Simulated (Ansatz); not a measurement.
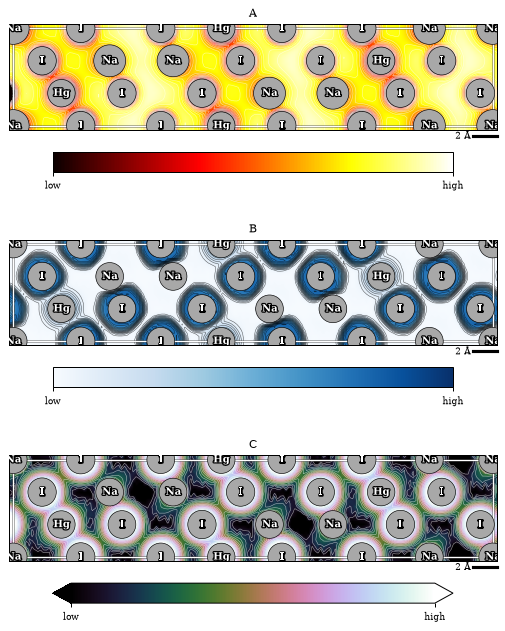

Na$_{2}$HgI$_{4}$: 3 fields on the (110) plane of the conventional cell, with unlabelled colour scales. Grey discs cover the atomic cores.

Space group R-3m; a structure from a database of computed crystals, not necessarily the ambient phase; started from the Bi2PbSe4-166 prototype, which need not be the ambient phase.

Method: DFT, r2SCAN+rVV10, plane waves, PAW in Ansatz.

Match the panels to the quantities (electron localisation function, electrostatic potential energy of an electron and valence pseudo-density).

Panel A: electrostatic potential energy of an electron (low next to the atoms, rising into the space between them). Panel B: electron localisation function. Panel C: valence pseudo-density. From the grid: Na–I (2.89 Å): the density is about 0.23 e/Å³ at the midpoint; the ELF peaks at about 0.80 in the valence shell of I, 1.3 Å from its nucleus, and falls to about 0 next to Na (a largely ionic contact). Hg–I (3.15 Å): ρ at the midpoint is about 0.21 e/Å³; the ELF is about 0.30 at the midpoint and 0.15 at its lowest between the atoms.
